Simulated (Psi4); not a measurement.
**quartet SiPH4Cl+ at 4 levels**

Aim: a comparison of 4 runs (UHF/STO-3G, UHF/3-21G, UB3LYP/6-31G*) of quartet SiPH4Cl+. 

Program for the calculation: Psi4 1.11.

## 1. The molecule

The species is SiPH4Cl+ (7 atoms), meant as a quartet with charge +1. SMILES of the parent species: `[PH2+][SiH2]Cl`. Geometry: relaxed at GFN2-xTB. This is one conformer, not always the lowest. That shape belongs to the parent species and isn't relaxed for this state.

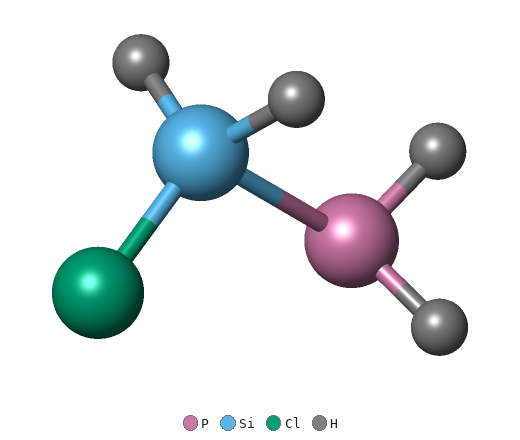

Viewed from a chosen angle; phosphorus pink, silicon blue, chlorine teal, hydrogen grey.

## 2. Energy and gradient at UHF/STO-3G (run 1)

Input file input.dat:

```
memory 1600 mb

molecule molecule1 {
  1 4
  P     -1.298530     0.216930    -0.350690
  Si     0.906470    -0.130240     0.590350
  Cl     0.948810    -1.918810     1.392180
  H     -1.688430    -0.641210    -1.373930
  H     -1.405610     1.409140    -1.058760
  H      0.913740     1.027050     1.473130
  H      1.623550     0.037150    -0.672280
  units angstrom
  symmetry c1
  no_reorient
  no_com
}

set {
  basis STO-3G
  reference uhf
  puream true
  e_convergence 1e-09
  d_convergence 1e-08
  scf_type pk
  maxiter 200
}

energy_value, wavefunction = gradient("hf", return_wfn=True)
oeprop(wavefunction, "MAYER_INDICES", "MULLIKEN_CHARGES", "LOWDIN_CHARGES", title="HF")
print_variables()
```

Started as:

```sh
psi4 input.dat output.dat -n 1
```

output.dat:

```text
[...]
  Running in c1 symmetry.
[...]
  Nuclear repulsion =  190.839193235565489
[...]
  Multiplicity = 4
[...]
  Nalpha       = 26
  Nbeta        = 23
[...]
    Number of basis functions: 31
[...]
   @UHF iter   1: -1078.90967746847673   -1.51054e+00   6.05285e-03 ADIIS/DIIS
[...]
   @UHF iter  18: -1078.95424508708356   -1.13687e-12   4.03905e-09 DIIS
[...]
   @S^2 Observed:                3.756324907E+00
[...]
    Orbital Energies [Eh]
    ---------------------
    Alpha Occupied:
       1A   -103.877345     2A    -79.352585     3A    -68.157063
       4A    -10.562661     5A     -8.007141     6A     -8.003696
       7A     -7.999359     8A     -7.663710     9A     -6.161355
      10A     -5.502367    11A     -5.492626    12A     -5.480822
      13A     -4.200566    14A     -4.181321    15A     -4.178809
      16A     -1.227719    17A     -1.174761    18A     -0.900912
      19A     -0.802118    20A     -0.757845    21A     -0.691069
      22A     -0.659855    23A     -0.653362    24A     -0.607269
      25A     -0.570729    26A     -0.311901
    Alpha Virtual:
[...]
  @UHF Final Energy: -1078.95424508708356
   => Energetics <=
    Nuclear Repulsion Energy =            190.8391932355654887
    One-Electron Energy =               -1867.6819597318176420
    Two-Electron Energy =                 597.8885214091685611
    Total Energy =                      -1078.9542450870835637
  UHF NO Occupations:
  HONO-2 :   24  A 1.0000000
  HONO-1 :   25  A 1.0000000
[...]
 Multipole Moments:
 ------------------------------------------------------------------------------------
     Multipole            Electronic (a.u.)      Nuclear  (a.u.)        Total (a.u.)
 ------------------------------------------------------------------------------------
 L = 1.  Multiply by 2.5417464519 to convert [e a0] to [Debye]
 Dipole X            :        -18.3856714           16.6024723           -1.7831991
 Dipole Y            :         56.3017300          -55.4767844            0.8249457
 Dipole Z            :        -47.9999866           47.3183075           -0.6816790
 Magnitude           :                                                    2.0796684
[...]
  -Total Gradient:
     Atom            X                  Y                   Z
    ------   -----------------  -----------------  -----------------
       1        0.128903217365    -0.030172943846     0.100047659974
       2       -0.114572823227    -0.058970016588    -0.015944901241
       3       -0.014828857063     0.065637807929    -0.034819654777
       4        0.006209443000     0.017491120689    -0.013302457688
       5        0.002836513636    -0.014277538246    -0.018047183946
       6       -0.009935092302     0.014486014065     0.002672032007
       7        0.001387598587     0.005805555996    -0.020605494336
[...]
  Mulliken Charges: (a.u.)
   Center  Symbol    Alpha    Beta     Spin     Total
       1     P     8.06999  6.20910  1.86089  0.72091
       2    SI     7.19141  6.30880  0.88261  0.49979
       3    CL     8.72256  8.49875  0.22381 -0.22131
       4     H     0.46382  0.46105  0.00276  0.07513
       5     H     0.46808  0.45830  0.00978  0.07361
       6     H     0.54510  0.52499  0.02011 -0.07009
       7     H     0.53904  0.53902  0.00003 -0.07806
   Total alpha = 26.00000, Total beta = 23.00000, Total charge =  1.00000
  Lowdin Charges: (a.u.)
[...]
```

It took 1 s on 1 thread of AMD EPYC 9R45 (Zen 5), shared host; peak memory 0.18 GiB.

## 3. The energy at UHF/3-21G (run 2)

Input file job.in:

```
memory 1.6 GB

molecule molecule1 {
  1 4
  P
  Si 1 R2
  Cl 2 R3 1 A3
  H 1 R4 2 A4 3 D4
  H 1 R5 4 A5 2 D5
  H 2 R6 3 A6 1 D6
  H 2 R7 6 A7 3 D7

  R2 = 2.422418
  R3 = 1.960537
  A3 = 108.01593
  R4 = 1.391203
  A4 = 116.89961
  D4 = -62.18011
  R5 = 1.390753
  A5 = 97.62733
  D5 = 120.66212
  R6 = 1.455566
  A6 = 118.50189
  D6 = 109.12366
  R7 = 1.461663
  A7 = 115.49284
  D7 = -145.35041
  units angstrom
  symmetry c1
}

set {
  basis 3-21G
  reference uhf
  puream true
  e_convergence 1e-09
  d_convergence 1e-08
  scf_type pk
  maxiter 200
}

energy("scf")
```

Started as:

```sh
psi4 -n 1 job.in job.out
```

job.out:

```text
[...]
  Running in c1 symmetry.
[...]
  Nuclear repulsion =  190.839204390396645
[...]
  Multiplicity = 4
[...]
  Nalpha       = 26
  Nbeta        = 23
[...]
    Number of basis functions: 47
[...]
   @UHF iter   1: -1085.36682911155435    2.89516e-01   4.88406e-03 DIIS/ADIIS
[...]
   @UHF iter  33: -1085.45369299670642   -5.45697e-12   9.25577e-09 DIIS
[...]
   @S^2 Observed:                3.768962451E+00
[...]
    Orbital Energies [Eh]
    ---------------------
    Alpha Occupied:
       1A   -104.431214     2A    -79.625161     3A    -68.496511
       4A    -10.829689     5A     -8.307115     6A     -8.288357
       7A     -8.282949     8A     -7.705159     9A     -6.326421
      10A     -5.597284    11A     -5.588284    12A     -5.584558
      13A     -4.423604    14A     -4.419122    15A     -4.415361
      16A     -1.464871    17A     -1.131530    18A     -0.967260
      19A     -0.855574    20A     -0.805510    21A     -0.803079
      22A     -0.759113    23A     -0.712563    24A     -0.684359
      25A     -0.627260    26A     -0.370790
    Alpha Virtual:
[...]
  @UHF Final Energy: -1085.45369299670642
   => Energetics <=
    Nuclear Repulsion Energy =            190.8392043903966453
    One-Electron Energy =               -1872.1522366147135017
    Two-Electron Energy =                 595.8593392276103486
    Total Energy =                      -1085.4536929967066499
  UHF NO Occupations:
  HONO-2 :   24  A 1.0000000
  HONO-1 :   25  A 1.0000000
[...]
 Multipole Moments:
 ------------------------------------------------------------------------------------
     Multipole            Electronic (a.u.)      Nuclear  (a.u.)        Total (a.u.)
 ------------------------------------------------------------------------------------
 L = 1.  Multiply by 2.5417464519 to convert [e a0] to [Debye]
 Dipole X            :         -0.9924002            1.1677040            0.1753038
 Dipole Y            :         -4.8044093            5.0299726            0.2255633
 Dipole Z            :          1.9022515           -2.4883782           -0.5861267
 Magnitude           :                                                    0.6520389
[...]
```

It took 1 s on 1 thread of AMD EPYC 9R45 (Zen 5), shared host; peak memory 0.19 GiB.

Run 3 isn't shown in full; the table further down has it.

## 4. Energy and gradient at UB3LYP/6-31G(d) (Cartesian functions) (run 4)

Input file input.json:

```json
{
  "schema_name": "qcschema_input",
  "schema_version": 1,
  "molecule": {
    "schema_name": "qcschema_molecule",
    "schema_version": 2,
    "symbols": ["P", "Si", "Cl", "H", "H", "H", "H"],
    "geometry": [-2.45386606, 0.40993829, -0.66270805, 1.71298004, -0.24611793, 1.11559982, 1.79299104, -3.62602539, 2.63083892, -3.19067028, -1.21171129, -2.59635141, -2.65621794, 2.66288867, -2.00076643, 1.72671835, 1.94084322, 2.78381225, 3.06806485, 0.07020333, -1.27042508],
    "molecular_charge": 1,
    "molecular_multiplicity": 4,
    "fix_symmetry": "c1"
  },
  "driver": "gradient",
  "model": {
    "method": "b3lyp",
    "basis": "6-31G*"
  },
  "keywords": {
    "reference": "uks",
    "puream": false,
    "e_convergence": 1e-09,
    "d_convergence": 1e-08,
    "scf_type": "pk",
    "dft_radial_points": 99,
    "dft_spherical_points": 590,
    "maxiter": 200,
    "scf_properties": ["QUADRUPOLE", "MAYER_INDICES", "MULLIKEN_CHARGES"]
  }
}
```

Started as:

```sh
psi4 --qcschema input.json -n 1 --memory 1600MB
```

stdout (excerpt; [...] marks lines left out):

```text
[...]
  Running in c1 symmetry.
[...]
  Nuclear repulsion =  190.839193263259858
[...]
  Multiplicity = 4
[...]
  Nalpha       = 26
  Nbeta        = 23
[...]
    Number of basis functions: 65
[...]
   @UKS iter   1: -1092.87165136075032    3.52194e-01   3.21189e-03 DIIS/ADIIS
[...]
   @UKS iter  20: -1092.90499755620863   -4.77485e-12   3.69150e-09 DIIS
[...]
   @S^2 Observed:                3.755040845E+00
[...]
  @UKS Final Energy: -1092.90499755620863
   => Energetics <=
    Nuclear Repulsion Energy =            190.8391932632598582
    One-Electron Energy =               -1879.4698332097136699
    Two-Electron Energy =                 655.0574144254636622
    DFT Exchange-Correlation Energy =     -59.3317720352186555
    Empirical Dispersion Energy =           0.0000000000000000
    VV10 Nonlocal Energy =                  0.0000000000000000
    Total Energy =                      -1092.9049975562086274
[...]
 Multipole Moments:
[...]
  Mulliken Charges: (a.u.)
   Center  Symbol    Alpha    Beta     Spin     Total
       1     P     8.04204  6.63248  1.40956  0.32548
       2    SI     7.41553  6.55400  0.86152  0.03047
       3    CL     8.64100  8.13385  0.50716  0.22515
       4     H     0.43677  0.41410  0.02267  0.14913
       5     H     0.47520  0.39324  0.08197  0.13156
       6     H     0.50874  0.40444  0.10430  0.08682
       7     H     0.48071  0.46789  0.01283  0.05140
   Total alpha = 26.00000, Total beta = 23.00000, Total charge =  1.00000
  Mayer Bond Indices:
[...]
  -Total Gradient:
     Atom            X                  Y                   Z
    ------   -----------------  -----------------  -----------------
       1        0.038599998463    -0.022150924249     0.033148561280
       2       -0.036332373814    -0.027374619411     0.010999993305
       3       -0.016726668605     0.061959392417    -0.035739114388
       4        0.005768318549     0.018449638099     0.000986226766
       5        0.015498868292    -0.024297086720     0.002386794223
       6       -0.001165097850    -0.009709773550    -0.014945651943
       7       -0.005644005326     0.003121899848     0.003162721003
[...]
```

The result, in JSON:

```text
{
 "driver": "gradient",
 "model": {
  "method": "b3lyp",
  "basis": "6-31G*"
 },
 "success": true,
 "return_result": [0.038599998463384584, -0.022150924249394147, 0.0331485612804896, -0.036332373813809236, -0.027374619411028374, 0.010999993304919652, -0.01672666860536354, 0.061959392416901904, -0.0357391143882743, 0.005768318549109815, 0.01844963809883013, 0.0009862267660473156, 0.015498868292226202, -0.024297086720392144, 0.002386794223084465, -0.001165097850064333, -0.009709773550431483, -0.014945651942975313, -0.005644005326325766, 0.003121899848445603, 0.0031627210034387426],
 "properties": {
  "calcinfo_nbasis": 65,
  "calcinfo_nmo": 65,
  "calcinfo_nalpha": 26,
  "calcinfo_nbeta": 23,
  "calcinfo_natom": 7,
  "nuclear_repulsion_energy": 190.83919326325986,
  "return_energy": -1092.9049975562086,
  "return_gradient": [0.038599998463384584, -0.022150924249394147, 0.0331485612804896, -0.036332373813809236, -0.027374619411028374, 0.010999993304919652, -0.01672666860536354, 0.061959392416901904, -0.0357391143882743, 0.005768318549109815, 0.01844963809883013, 0.0009862267660473156, 0.015498868292226202, -0.024297086720392144, 0.002386794223084465, -0.001165097850064333, -0.009709773550431483, -0.014945651942975313, -0.005644005326325766, 0.003121899848445603, 0.0031627210034387426],
  "scf_one_electron_energy": -1879.4698332097137,
  "scf_two_electron_energy": 655.0574144254637,
  "scf_xc_energy": -59.331772035218656,
  "scf_dipole_moment": [-0.878958519971228, 0.7593240829812737, -0.7669403830135453],
  "scf_total_energy": -1092.9049975562086,
  "scf_total_gradient": [0.038599998463384584, -0.022150924249394147, 0.0331485612804896, -0.036332373813809236, -0.027374619411028374, 0.010999993304919652, -0.01672666860536354, 0.061959392416901904, -0.0357391143882743, 0.005768318549109815, 0.01844963809883013, 0.0009862267660473156, 0.015498868292226202, -0.024297086720392144, 0.002386794223084465, -0.001165097850064333, -0.009709773550431483, -0.014945651942975313, -0.005644005326325766, 0.003121899848445603, 0.0031627210034387426],
  "scf_iterations": 20
 }
}
```

Run time: 17 s. Hardware: 1 thread of AMD EPYC 9R45 (Zen 5), shared host; peak memory 0.84 GiB.

## 5. All runs side by side

```tsv
run	level	task	integration grid	energy (Eh)	HOMO energy (eV)	⟨S²⟩	largest force (eV/Å)	wall time
1	UHF/STO-3G	gradient	–	-1078.954245	-8.49	3.756	8.533	1 s
2	UHF/3-21G	energy	–	-1085.453693	-10.09	3.769	–	1 s
3	UB3LYP/6-31G* (spherical functions)	gradient	99 radial × 590 angular	-1092.897422	-7.81	3.755	3.773	16 s
4	UB3LYP/6-31G* (Cartesian functions)	gradient	99 radial × 590 angular	-1092.904998	-7.81	3.755	3.777	17 s
```

## 6. Results

```
                                 quantity           value
                      run 4: total energy  -1092.90500 Eh
run 4: HOMO energy (highest over α and β)        -7.81 eV
                              run 4: ⟨S²⟩           3.755
          run 4: largest force on an atom      3.777 eV/Å
```

In words: In run 1 the basis is minimal, so the values are rough. All runs together took 35 s, the longest 17 s.
